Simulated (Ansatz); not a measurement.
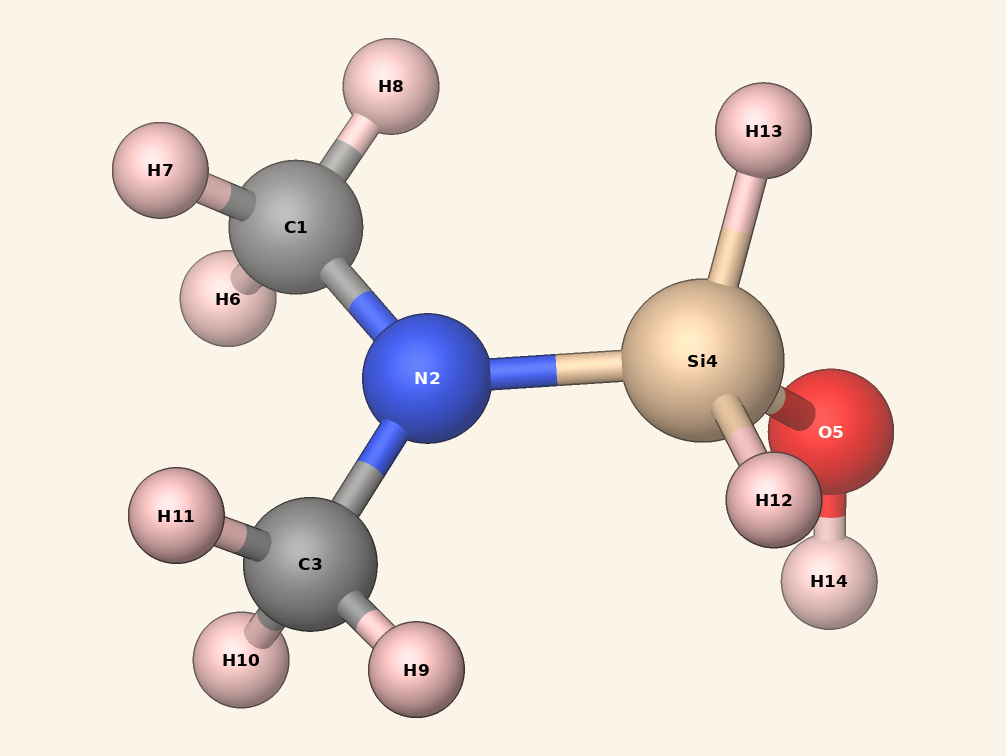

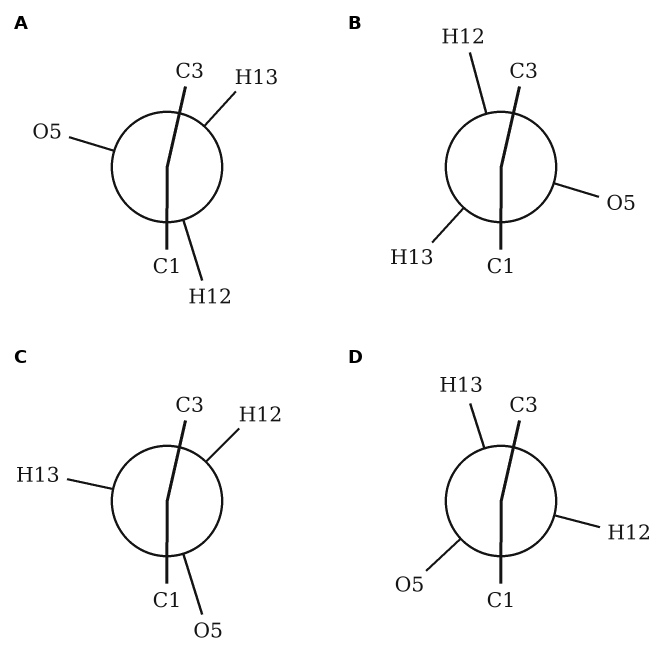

Atoms fade into the background with distance from the viewer. Bonds that would overlap in a projection are set slightly apart. The geometry was computed by an optimisation with PBE0-D4/def2-TZVP.

> Which Newman projection shows the view along N2–Si4, with N2 in front?

B. The torsion angle C1–N2–Si4–O5 is −73°, synclinal (gauche).
